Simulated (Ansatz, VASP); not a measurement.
# Ru16Cl (Ru(0001)): VASP beside Ansatz, part 2 of 2

Aim: how closely do two programs agree when they are given the same cell, functional and k mesh?  The structure shown is the end of the VASP relaxation below.

VASP 6.6.1 and Ansatz 0.2.0.

So far: The structure; VASP: relaxation, PBE.

### 3. Ansatz: single point, PBE

Level of this step: Ansatz beside VASP: Kohn-Sham DFT, plane waves, PBE (Ansatz).

Ansatz runs on its default PAW (the set named soft_2) files.

The same cell, functional, mesh and smearing now go to Ansatz, which takes its cutoff from its data sets.

The input, input.yaml:

```yaml
crystal:
  lattice:
    - [5.43317159, 0.0, 0.0]
    - [2.71658579, 4.70526462, 0.0]
    - [0.0, 0.0, 21.41176315]
  atoms:
    - { symbol: Ru, position: [0.83333333, 0.33333333, 0.35027475] }
    - { symbol: Ru, position: [0.33333333, 0.33333333, 0.35027475] }
    - { symbol: Ru, position: [0.83333333, 0.83333333, 0.35027475] }
    - { symbol: Ru, position: [0.33333333, 0.83333333, 0.35027475] }
    - { symbol: Ru, position: [0.0, 0.0, 0.45009158] }
    - { symbol: Ru, position: [0.5, 0.0, 0.45009158] }
    - { symbol: Ru, position: [0.0, 0.5, 0.45009158] }
    - { symbol: Ru, position: [0.5, 0.5, 0.45009158] }
    - { symbol: Ru, position: [0.83251555, 0.33374222, 0.5496335] }
    - { symbol: Ru, position: [0.33374222, 0.33374222, 0.5496335] }
    - { symbol: Ru, position: [0.83333333, 0.83333333, 0.55069841] }
    - { symbol: Ru, position: [0.33374222, 0.83251555, 0.5496335] }
    - { symbol: Ru, position: [0.00194404, 0.00194404, 0.64618796] }
    - { symbol: Ru, position: [0.49611193, 0.00194404, 0.64618796] }
    - { symbol: Ru, position: [0.00194404, 0.49611193, 0.64618796] }
    - { symbol: Ru, position: [0.5, 0.5, 0.64531523] }
    - { symbol: Cl, position: [0.16666667, 0.16666667, 0.73707531] }
hamiltonian:
  xc: pbe
  pseudopotentials: { kind: paw }
kpoints:
  mp_grid: { grid: [6, 6, 1] }
scf:
  occupations: { method: methfessel_paxton, width: 0.15 }
  n_extra_bands: 8
efield:
  axis: 3
  dipole_correction: true
  ramp_width: 0.04
output:
  forces: true
  eigenvalues: true
  write_density: true
  write_potential: true
  elf: true
  volumetric_format: npy
```

Run with:

```bash
$ ansatz run input.yaml --threads 4 --pin off --max-ram 18432MiB --backend cpu --events-out ev --progress --plain --runs-dir out
```

Numbers of over 12 decimals in the logs are rounded to 6 here.

The log of the run:

```text
scf.n_extra_bands = 8 over 132 filled bands (N_el = 263.0): the run solves 140 bands
Engine: ansatz 0.2.0, aarch64-unknown-linux-gnu
Pseudopotentials: kind: paw
Pseudopotential: Ru, paw, valence charge 16, recommended cutoff 420 eV (normal), Ru.paw.azcp
Pseudopotential: Cl, paw, valence charge 7, recommended cutoff 420 eV (normal), Cl.paw.azcp
Functional definition: PBE
  parameter kappa = 0.804
  parameter beta = 0.066725
  exchange = pbe_x(kappa = kappa, mu = beta*pi^2/3)
  correlation = pbe_c(beta = beta)
Crystal: 17 atoms, lattice volume = 547.381 Å³
Basis set: ecut = 420 eV, 10637 PW (Γ), exchange–correlation on 80×80×288 points (8 copies of the dense FFT grid, shifted against one another)
Bands: 140, of which v1, the nominal top of the filled ones, is band 132 counted from 1 (131 counted from 0)
Symmetry: 6 space group operations
Space group: P3m1 (ITA 156), of the structure as read, at distance tolerance 8.2e-5 Å
k-points: 7 of 36 (time reversal used)
Non-local potential: Ru, projectors of the file, l = 0: 3, l = 1: 2, l = 2: 2, l = 3: 1
Non-local potential: Cl, projectors of the file, l = 0: 2, l = 1: 2, l = 2: 2
PAW form: soft (Blöchl's): semilocal exchange-correlation on the pseudo side does not see the compensation charge
PAW one-centre angular grid: Ru, 590 points (default); XC on 64 Gauss nodes
PAW one-centre angular grid: Cl, 110 points (default); XC on 64 Gauss nodes
Initial density: superposition of atomic densities (neutral atoms: chi_scale 0, normalization atom), corrected by the library's trained network
Initial wavefunctions: pseudopotential atomic-orbital guess
Functional: x = pbe(κ = 0.804, μ = 0.219515), c = pbe(β = 0.066725)
SCF iter   1: F=—  HF=-95132.358249 eV  |F-HF|=—  |Δ(HF+E_count)|=         —  Δρ=1.25e-2  dr2=4.20e0  ethr=1.77e-3  p=0.089 e·Å  D=2.95e-2 V/Å  ΔV_dip=-0.63 eV  dr2_dipole=8.68e-3  V_vac-E_F(+/−)=4.12/4.76 eV  ⟨swp⟩=7.0  Hψ=4257  notcnv=0
efield: sawtooth ramp at fractional position 0.0237 (placed from the atoms, in the widest stretch of the axis that holds none; the zero of the levels goes with the place), width 0.0400; the density the first Hamiltonian is built on has a dipole p = 0.089 e·Å; the dipole correction subtracts the counter field D = 2.95e-2 V/Å, which shifts the + side's vacuum level by -0.63 eV against the − side's; the planar-averaged density in the ramp window peaks in size at 7.5e-5 e/Å³
preconditioner: auto → LDOS  [metal: Δε(μ)=0.023 eV  Ē_g=3.802 eV  σ=0.150 eV  W_gap=0.13  n_scr=124 (ndim 8)  ℏωp=18.4 eV  f_vac=0.513  D(μ)=20.77/eV (n_scr^D=160)  β→1.0]
SCF iter   2: F=—  HF=-95132.233240 eV  |F-HF|=—  |Δ(HF+E_count)|=   1.25e-1  S|Δr|=    0.00e0  Δρ=4.02e-3  dr2=7.98e-2  ethr=1.60e-3  p=0.026 e·Å  D=8.55e-3 V/Å  ΔV_dip=-0.18 eV  dr2_dipole=3.98e-3  V_vac-E_F(+/−)=4.77/4.96 eV  ⟨swp⟩=1.4  Hψ=1235  notcnv=0
SCF iter   3: F=—  HF=-95132.235614 eV  |F-HF|=—  |Δ(HF+E_count)|=   2.37e-3  S|Δr|=    0.00e0  Δρ=1.66e-3  dr2=2.88e-2  ethr=3.03e-5  p=0.039 e·Å  D=1.30e-2 V/Å  ΔV_dip=-0.28 eV  dr2_dipole=6.66e-8  V_vac-E_F(+/−)=4.71/4.99 eV  ⟨swp⟩=3.4  Hψ=2227  notcnv=0
SCF iter   4: F=—  HF=-95132.232405 eV  |F-HF|=—  |Δ(HF+E_count)|=   3.21e-3  S|Δr|=    0.00e0  Δρ=5.00e-4  dr2=3.68e-3  ethr=1.09e-5  p=0.033 e·Å  D=1.09e-2 V/Å  ΔV_dip=-0.23 eV  dr2_dipole=1.76e-5  V_vac-E_F(+/−)=4.76/4.99 eV  ⟨swp⟩=2.3  Hψ=1448  notcnv=0
SCF iter   5: F=—  HF=-95132.231927 eV  |F-HF|=—  |Δ(HF+E_count)|=   4.78e-4  S|Δr|=    0.00e0  Δρ=1.23e-4  dr2=2.22e-4  ethr=1.40e-6  p=0.031 e·Å  D=1.04e-2 V/Å  ΔV_dip=-0.22 eV  dr2_dipole=4.21e-5  V_vac-E_F(+/−)=4.77/4.99 eV  ⟨swp⟩=2.6  Hψ=1952  notcnv=0
SCF iter   6: F=—  HF=-95132.231964 eV  |F-HF|=—  |Δ(HF+E_count)|=   3.76e-5  S|Δr|=    0.00e0  Δρ=4.75e-5  dr2=3.99e-5  ethr=8.44e-8  p=0.031 e·Å  D=1.04e-2 V/Å  ΔV_dip=-0.22 eV  dr2_dipole=1.05e-5  V_vac-E_F(+/−)=4.77/4.99 eV  ⟨swp⟩=2.6  Hψ=1472  notcnv=0
SCF iter   7: F=—  HF=-95132.233148 eV  |F-HF|=—  |Δ(HF+E_count)|=   1.18e-3  S|Δr|=    0.00e0  Δρ=1.78e-5  dr2=8.84e-6  ethr=1.52e-8  p=0.031 e·Å  D=1.03e-2 V/Å  ΔV_dip=-0.22 eV  dr2_dipole=3.47e-6  V_vac-E_F(+/−)=4.77/4.99 eV  ⟨swp⟩=2.0  Hψ=1453  notcnv=0
SCF iter   8: F=—  HF=-95132.233150 eV  |F-HF|=—  |Δ(HF+E_count)|=   1.78e-6  S|Δr|=    0.00e0  Δρ=5.42e-6  dr2=4.84e-7  ethr=3.36e-9  p=0.031 e·Å  D=1.03e-2 V/Å  ΔV_dip=-0.22 eV  dr2_dipole=6.69e-8  V_vac-E_F(+/−)=4.77/4.99 eV  ⟨swp⟩=2.0  Hψ=1446  notcnv=0
SCF iter   9: F=-95132.233150 eV  HF=-95132.233150 eV  |F-HF|=1.12e-7  |Δ(HF+E_count)|=   3.40e-7  S|Δr|=    0.00e0  Δρ=2.14e-6  dr2=3.69e-8  ethr=3.80e-11  p=0.031 e·Å  D=1.03e-2 V/Å  ΔV_dip=-0.22 eV  dr2_dipole=7.03e-9  V_vac-E_F(+/−)=4.77/4.99 eV  ⟨swp⟩=14.7  Hψ=8940  notcnv=0
SCF 1 converged in 9 iterations: F = -95132.233150 eV  dr2 = 3.69e-8
  greatest PAW one-centre occupation: 0.998 electrons in one spin orbital (limit 2), on the Ru atom at site 15 (counted from 0), in its partial waves of l = 0
WARN: The output density's exchange-correlation potential varies sharply where the density is thin. Do not read a vacuum level from v_tot or v_xc, or from such a field of the output density. On a cell that repeats whose density bears no net charge and no dipole along the vacuum's axis use v_es (v_loc + v_h of the components); under efield.dipole_correction with no amplitude use v_es + v_field, which holds any externa [...]
SCF converged after 9 iterations
Stability not checked: this state was not tested for a lower state beside it, because cold or Methfessel-Paxton smearing, or corrected tetrahedra, fill the levels in a way that the test cannot read (fill_not_monotonic; see scf.lower_state_search)
Free energy (F): -95132.233150 eV
Harris-Foulkes:  -95132.233150 eV  (|F-HF|=1.12e-7)
Internal energy: -95132.217765 eV  (E = F + TS)
E sigma→0 (E₀):  -95132.229304 eV
Entropy (-TS):   -0.015385 eV (-0.905 meV/atom)
Fermi energy:    6.870485 eV
Dipole field:    D = 0.010370 V/Å  (p = 0.031368 e·Å, saw-weighted, corrected)
Work function:   Φ+ = 4.7699 eV   Φ− = 4.9919 eV
Levels:          The Fermi level and band energies are counted from a zero that moves with the ramp; work functions are not
--- Per-component energies (eV) ---
  E_band       = -5088.857713
  E_kinetic    = 8375.325460
  E_local      = -331753.772775  (includes V_loc(G=0)·N_el)
  E_nonlocal   = 5524.954762
  E_hartree    = 160121.945516
  E_xc         = -3144.591045
  E_vxc        = -3933.993646  (∫ρ·V_xc dr)
  E_paw        = -56033.386958  (= ΣΔE_a)
  E_vpaw       = -3547.501051  (= ΣTr[D̂ρ^β])
  E_aug_tail   = -0.002904  (compensation charges beyond the density's cutoff)
  E_efield     = 0.000163  (sawtooth field / dipole correction)
  E_vefield    = 2.235731  (∫n·V_field dr)
  E_ewald      = 121777.310017
  E_smearing   = -0.015385  (= −TS)
  E_closure    = -0.000000  (closes the sum)
  Σ components = -95132.233150   (vs F -95132.233150, Δ=0.00e0)
--- Forces (eV/Å), atoms counted from 1 ---
  atom   1  Ru     0.02115862    -0.01221593     0.49405774
  atom   2  Ru    -0.02115862    -0.01221593     0.49405774
  atom   3  Ru    -0.00000000    -0.00000000     0.51988504
  atom   4  Ru    -0.00000000     0.02443187     0.49405774
  atom   5  Ru    -0.07315887    -0.04223829    -0.67418732
  atom   6  Ru     0.07315887    -0.04223829    -0.67418732
  atom   7  Ru    -0.00000000     0.08447658    -0.67418732
  atom   8  Ru     0.00000000     0.00000000    -0.48474453
  atom   9  Ru     0.00707431    -0.00408435    -0.04529726
  atom  10  Ru    -0.00707431    -0.00408435    -0.04529726
  atom  11  Ru     0.00000000     0.00000000    -0.03723617
  atom  12  Ru    -0.00000000     0.00816871    -0.04529726
  atom  13  Ru    -0.01309553    -0.00756071     0.15382620
  atom  14  Ru     0.01309553    -0.00756071     0.15382620
  atom  15  Ru    -0.00000000     0.01512141     0.15382620
  atom  16  Ru    -0.00000000    -0.00000000     0.17084820
  atom  17  Cl    -0.00000000    -0.00000000     0.04595530
  max |Σ_I F_I| component: 9.41e-5 eV/Å
--- Band table (eV; the first three rows and the last of 7) ---
  k-point 0: bands = [... 128 lower, 7.1088, 7.5501, 7.7871, 7.7871, 7.9157, 7.9848, 7.9848, 8.0235, ... 4 higher]
  k-point 1: bands = [... 128 lower, 6.9399, 7.0726, 7.3466, 7.3918, 7.5898, 7.7777, 7.7923, 7.8236, ... 4 higher]
  k-point 2: bands = [... 128 lower, 6.5027, 6.5313, 6.5929, 6.8279, 7.0112, 7.0855, 7.2414, 7.2680, ... 4 higher]
  k-point 6: bands = [... 128 lower, 6.3802, 6.3893, 6.4520, 6.7175, 6.8719, 6.9711, 6.9759, 7.0085, ... 4 higher]
```

Wall time 19 s (4 threads of Arm Neoverse V2, shared host); peak memory 1.9 GiB; 76 s of CPU time.

### 4. Comparison

Known differences besides the PAW data sets themselves: the data sets hold 263 valence electrons in Ansatz (default PAW (the set named soft_2) files) and 135 in VASP; the cutoff is 420 eV in Ansatz and 320 eV in VASP (PREC = Normal, projectors in real space). Total energies have different zeros and are not compared.

Forces on 10 of the 17 atoms, picked by the larger force of the two programs (eV/Å; atoms numbered as in POSCAR):

| atom | Ansatz x, y, z | VASP x, y, z |
| --- | --- | --- |
| Ru1 | 0.021, -0.012, 0.494 | 0.021, -0.012, 0.608 |
| Ru2 | -0.021, -0.012, 0.494 | -0.021, -0.012, 0.608 |
| Ru3 | 0.000, 0.000, 0.520 | 0.000, 0.000, 0.633 |
| Ru4 | 0.000, 0.024, 0.494 | 0.000, 0.025, 0.608 |
| Ru5 | -0.073, -0.042, -0.674 | -0.070, -0.041, -0.668 |
| Ru6 | 0.073, -0.042, -0.674 | 0.070, -0.041, -0.668 |
| Ru7 | 0.000, 0.084, -0.674 | 0.000, 0.081, -0.668 |
| Ru8 | 0.000, 0.000, -0.485 | 0.000, 0.000, -0.474 |
| Ru15 | 0.000, 0.015, 0.154 | 0.000, 0.001, 0.002 |
| Ru16 | 0.000, 0.000, 0.171 | 0.000, 0.000, 0.020 |

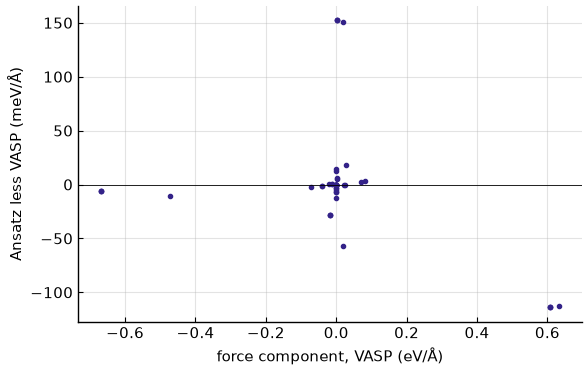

Difference of the force components against their size.

The forces differ by 54 meV/Å r.m.s., which is 22.1 % of the r.m.s. force of 0.25 eV/Å (both taken over all components, held atoms included).

### 5. Further runs

The difference is large enough to ask for its cause, so further runs change the set-up of one program at a time, as the table lists.

```csv
run,r.m.s. force difference (% of the r.m.s. force)
as above,22
Ansatz's larger PAW set (cutoff 900 eV),22
norm-conserving potentials (cutoff 1143 eV),22
```

### 6. Outcome

```json
{
 "r.m.s. force difference (single point, PBE)": "22 % of the r.m.s. force"
}
```

**Reading.** The r.m.s. force difference is 22 % of the r.m.s. force (single point, PBE), beyond the 3 % picked in this series as the mark of a large difference. For single point, PBE: no further run halves the r.m.s. force difference; only Ansatz's side was varied, and Ansatz's runs with other potentials lie closer to each other than to VASP, which for this quantity points to VASP's side; this was not tested here. How closely two codes agree says nothing of how well the functional describes the real material.

[Lines on the potential files, build, host, timing and source positions are cut from VASP's logs without a mark.]

[Logs are printed without paths, hosts, clocks, repeated set-up lines and the standing remarks that a program may print on its own settings, such as how far it seeks lower states.]

[Hosts, paths, dates, database ids (printed as entryN), source tags and the programs' standing remarks are cut or masked in the printed files.]
